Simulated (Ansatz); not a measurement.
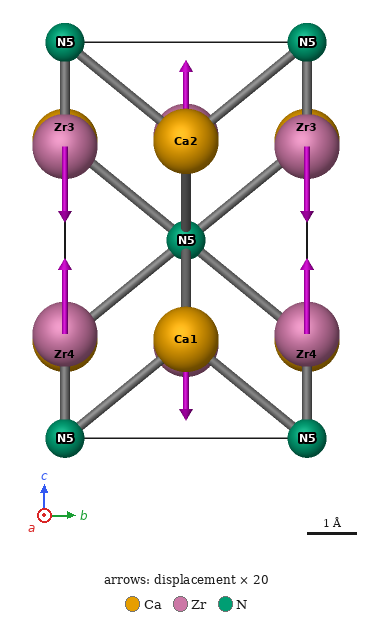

A relaxation of crystalline Ca₂Zr₂N (a generated structure, set up in I4/mmm) (coarse preliminary run). The starting structure is drawn; purple arrows show the displacements (the part carried along by the change of the cell is left out), magnified 20 times.

A ball-and-stick model of the conventional cell (2 times the calculation's cell), seen along the a axis. Lengths and directions refer to the drawn axes.

Level of theory: DFT PBE, scalar-relativistic, plane waves, PAW (Ansatz).

Input
```yaml
crystal:
  lattice:
    - [-2.51064145, 2.51064145, 4.10678929]
    - [2.51064145, -2.51064145, 4.10678929]
    - [2.51064145, 2.51064145, -4.10678929]
  atoms:
    - { symbol: Ca, position: [0.75, 0.25, 0.5] }
    - { symbol: Ca, position: [0.25, 0.75, 0.5] }
    - { symbol: Zr, position: [0.73706835, 0.73706835, 0.0] }
    - { symbol: Zr, position: [0.26293165, 0.26293165, 0.0] }
    - { symbol: "N", position: [0.0, 0.0, 0.0] }
basis:
  ecutwfc: 420
kpoints:
  mp_grid: { grid: [6, 6, 6] }
hamiltonian:
  xc: pbe
scf:
  occupations: { method: gaussian, width: 0.1 }
  lower_state_search: "off"
output:
  forces: true
  stress: true
  eigenvalues: true
relax:
  adjacent_minimum: "off"
  f_tol: 0.04
  max_steps: 70
  cell: { stress_tol: 0.4 }
```

Command:
```bash
ansatz run input.yaml --threads 1 --pin off --max-ram 2560MiB --backend cpu --events-out ev --progress --plain --runs-dir out
```

> Which element moves most?

Zirconium: up to 0.079 Å, against 0.000 Å for nitrogen.

> What did the optimiser do to the structure, and how much energy did it gain?

After 11 accepted moves (13 points after the start) the energy has fallen by 1467 meV per atom. The largest force component goes from 1.6 to 0.0065 eV/Å. The pressure goes from 18.03 to 0.01 GPa. At 2 points the geometry stayed and the basis and grid were re-selected for the new cell (energy shift of 73.1 meV per atom at most each time). The largest moves relative to the cell, 0.079 Å, are those of Zr3 and Zr4. Zr3 goes along −c. N and Ca stay in place. Cell: a = b 5.021 → 6.651 Å (+32.5 %), c 8.214 → 6.979 Å (−15.0 %). Volume +49.1 %. Near-neighbour distances that change, for instance: Ca1–Zr3 2.513 → 3.330 Å, Zr3–Zr4 3.894 → 3.150 Å, Ca1–Ca2 4.107 → 3.489 Å, Ca1–N5 3.243 → 3.755 Å. The space group stays I4/mmm (No. 139).
